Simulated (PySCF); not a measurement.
C9H7MnO3, singlet, GFN2-xTB optimised geometry. Atoms within 1.6 Å of the plane z = 0.6 Å (x, y, z in Å): Mn1 (-0.71, -0.37, 0.00), C5 (1.45, -0.37, 0.00), C6 (0.98, 0.97, 0.00), H12 (2.15, -0.79, 0.70), H13 (1.28, 1.74, 0.70), O15 (-2.17, 1.44, 1.78), C16 (-1.63, 0.71, 1.09), O17 (-0.72, -2.63, 1.87), C18 (-0.75, -1.74, 1.14), C20 (-2.15, -0.90, -0.89).

Level of theory: PBE0/def2-SVP (PySCF).

Map of the log10 of the electron density (e/bohr³), floored at −4 on the plane z = 0.6 Å:

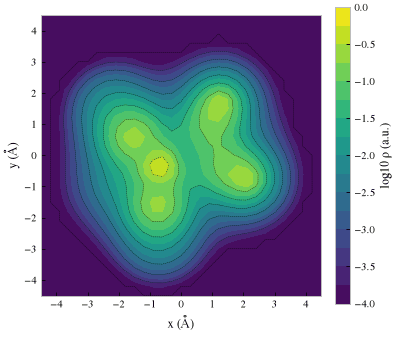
Figure: Log10 of the electron density (e/bohr³), floored at −4 on the plane z = 0.6 Å.
